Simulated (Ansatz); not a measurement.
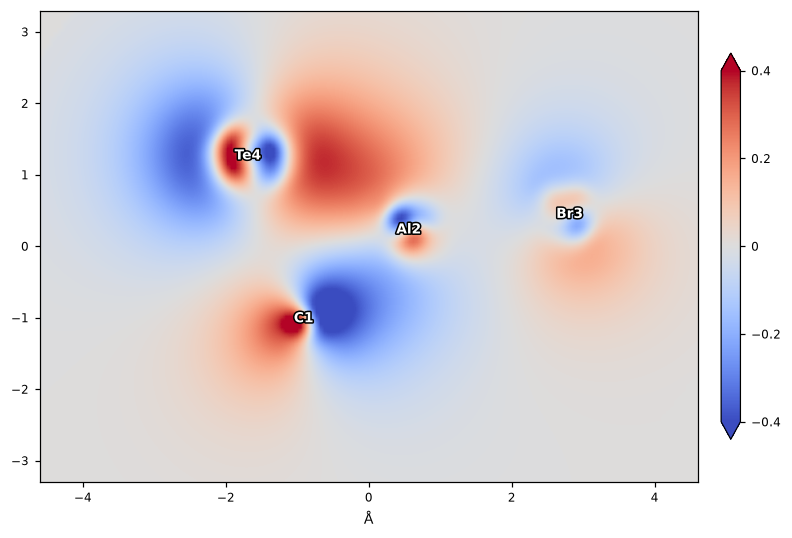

*CH2AlBrTe (SMILES [Br][Al]1[CH2][Te]1). The HOMO−1 on the plane of atoms C1, Al2 and Br3 (values in Å⁻³ᐟ²; the overall sign is arbitrary).*

Geometry: BLYP-D3(BJ)/def2-SVP; core potentials replace the inner electrons of Te.

Computed with isolated molecule in a Gaussian basis; Kohn-Sham density functional theory, functional PBE0 (Ansatz 0.2.0).

```json
{"atom": "C", "x (Å)": "0.0677", "y (Å)": "-2.8261", "z (Å)": "1.2268"}
{"atom": "Al", "x (Å)": "-0.8562", "y (Å)": "-1.1883", "z (Å)": "1.6651"}
{"atom": "Br", "x (Å)": "-1.3085", "y (Å)": "0.3103", "z (Å)": "3.2981"}
{"atom": "Te", "x (Å)": "-1.1118", "y (Å)": "-1.9441", "z (Å)": "-0.6748"}
{"atom": "H", "x (Å)": "1.1428", "y (Å)": "-2.8664", "z (Å)": "0.9788"}
{"atom": "H", "x (Å)": "-0.3379", "y (Å)": "-3.8280", "z (Å)": "1.4513"}
```

What is the character of this orbital?

By Hirshfeld shares it lies mainly on Te4 (about 55 %), Al2 (about 20 %) and C1 (about 20 %). Its energy is −7.20 eV.
